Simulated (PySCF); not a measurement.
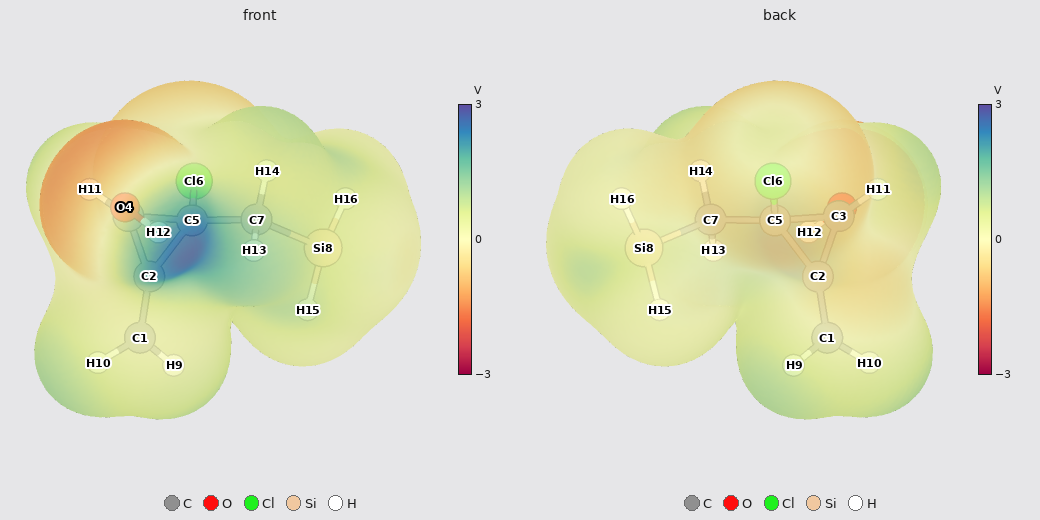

C5H8ClOSi (doublet). The electrostatic potential painted on the density surface at 0.002 e/bohr³, seen from the front and from behind; red is negative and blue positive.

Geometry: GFN2-xTB.

Theory: UKS B3LYP, pcH-1 on C Cl H O Si, non-relativistic, mean-field spin-orbit, GIAO in PySCF.

| atom | x (Å) | y (Å) | z (Å) |
| --- | --- | --- | --- |
| C | -1.7104 | -1.4254 | 0.5764 |
| C | -1.1076 | -0.4259 | -0.0174 |
| C | -1.1718 | 0.8900 | -0.6811 |
| O | -1.5539 | 2.0605 | -0.0391 |
| C | 0.1616 | 0.1990 | -0.4114 |
| Cl | 0.9773 | -0.4836 | -1.8352 |
| C | 1.1378 | 0.6872 | 0.6302 |
| Si | 2.4468 | -0.6458 | 1.0136 |
| H | -1.1592 | -2.2722 | 0.9539 |
| H | -2.7812 | -1.4428 | 0.7006 |
| H | -1.5207 | 0.9240 | -1.7073 |
| H | -1.2780 | 2.0282 | 0.8834 |
| H | 0.5794 | 0.9495 | 1.5318 |
| H | 1.6231 | 1.5981 | 0.2717 |
| H | 1.8279 | -1.9209 | 1.3469 |
| H | 3.5215 | -0.7110 | 0.0391 |

Which sites attract a positive test charge, and which a negative one?

Answer. A positive charge is drawn to the negative regions and a negative charge to the positive ones. The most negative region (about −1.3 V, or −30 kcal/mol for a unit charge) lies over O4, the most positive (about +2.6 V, or +60 kcal/mol for a unit charge) over H12. Cl6 shows a σ-hole: about +0.2 V at the tip opposite its bond, against about −0.4 V, or −9 kcal/mol for a unit charge on its flanks. O4 is the likeliest acceptor of a hydrogen bond.
